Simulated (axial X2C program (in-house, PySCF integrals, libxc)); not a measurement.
Run report: GaSi⁺, relativistic diatomic calculation

GaSi⁺, single determinant with Ω = 1. Computed at this level: PBE0, two-component X2C with atomic mean-field Coulomb and Gaunt terms, Ga dyall-cv3z, Si dyall-v3z (cores contracted) (axial X2C program (in-house, PySCF integrals, libxc)).

**Key numbers**

- outcome: converged
- hardware: 1 thread of Arm Neoverse V2, 24 GiB of memory available, shared host
- wall time: 6.4 s
- peak memory: 0.44 GiB

**Notes**

To bear in mind: curve is not smooth near the minimum.

**Input**
```
{"zs": [31, 14], "q": 1, "bas": ["dyall-cv3z", "dyall-v3z"], "levels": ["PBE0", "HF", "r2SCAN"], "cc": true, "r0": 2.4, "thr": -1.0, "nmax": 90, "npts": 10, "nst": 2, "ntry": 6}
```

The line is the task of a batch: nuclear charges, charge, bases, the levels to run, a first guess of the distance and further settings. This report covers PBE0 with spin-orbit coupling. The log is that of the reference distance 2.454 Å.

Launched within a batch (the task file carries these settings):
```bash
python <driver script> task.json out
```

**The program's output**
```
two-component X2C + atomic mean field  PBE0
basis functions 154  fitting functions 924  grid points 5081
iter        total energy     max residual
   1      -2231.761222807     9.12e-01
   2      -2232.632930995     1.35e-01
   3      -2232.658168562     3.28e-02
   4      -2232.663351295     1.89e-02
   5      -2232.664625678     6.55e-03
   6      -2232.665253579     3.60e-03
   7      -2232.665354907     1.02e-03
   8      -2232.665358683     6.61e-04
   9      -2232.665362573     2.25e-04
  10      -2232.665362806     4.59e-05
  11      -2232.665362828     2.16e-05
  12      -2232.665362839     1.89e-05
  13      -2232.665362867     2.83e-05
  14      -2232.665362875     1.66e-05
converged
one-electron -3284.06276863  Coulomb 1054.87715935  exact exchange -23.63394020  xc functional -72.75166890  nuclear repulsion 93.58716770  atomic mean-field constant -0.68131219
```

**The points of the curve**

| R (Å) | E (hartree) | dipole (D; origin at the first atom, positive when the second is positive) | highest filled (eV) | lowest empty (eV) |
| --- | --- | --- | --- | --- |
| 2.135 | −2232.652237 | 3.58 | −12.31 | −9.90 |
| 2.233 | −2232.660259 | 3.73 | −12.08 | −9.92 |
| 2.307 | −2232.663487 | 3.82 | −11.92 | −9.91 |
| 2.380 | −2232.665025 | 3.90 | −11.77 | −9.90 |
| 2.454 | −2232.665363 | 3.97 | −11.62 | −9.88 |
| 2.540 | −2232.664721 | 4.02 | −11.47 | −9.84 |
| 2.626 | −2232.663382 | 4.07 | −11.32 | −9.79 |
| 2.736 | −2232.667484 | 5.48 | −11.15 | −9.22 |
| 2.871 | −2232.667690 | 5.52 | −10.94 | −9.00 |
| 3.067 | −2232.666287 | 5.53 | −10.68 | −8.73 |

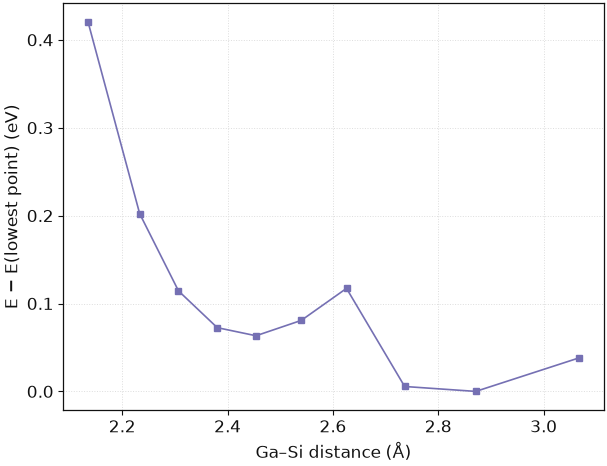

Fig. 1: Energy at 10 bond lengths, for one set of occupations held fixed; the line joins the points. The lowest point is at 2.87 Å; the points are too few or too rough near it for spectroscopic constants. The lowest point lies 0.73 eV below Ga⁺ + Si.

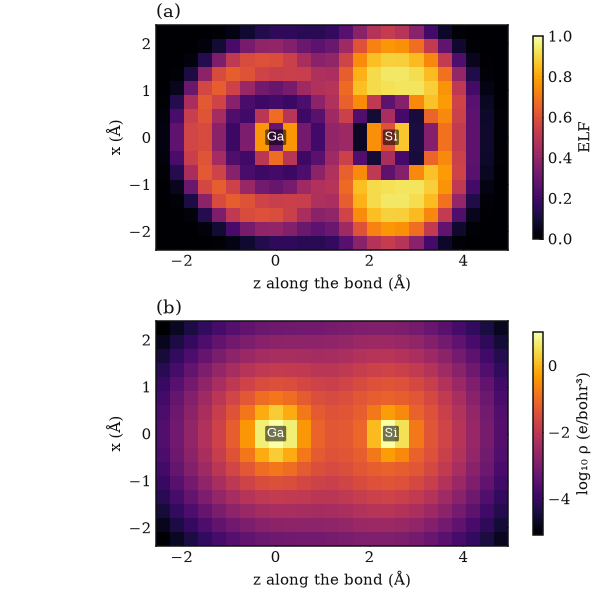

Fig. 2: (a) electron localisation function; (b) electron density on a logarithmic scale, in a plane that holds the axis, at 2.45 Å, on points 0.3 Å apart (one half computed, the other mirrored); the structure near the nuclei is finer than these points.

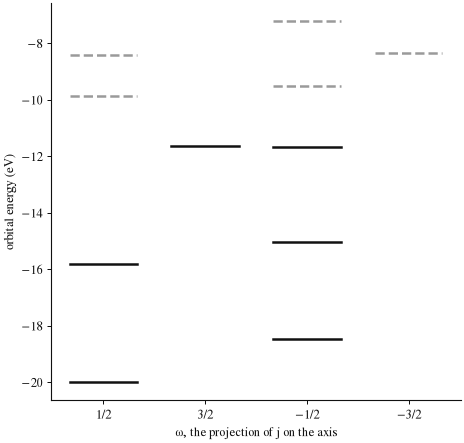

Fig. 3: Orbital energies near the frontier at 2.45 Å, filled (solid) and empty (dashed). The highest filled spinor (3/2; 74 % Si p, 20 % Ga p) lies at −11.62 eV, the lowest empty one (1/2; 46 % Si p, 39 % Ga p) at −9.88 eV.
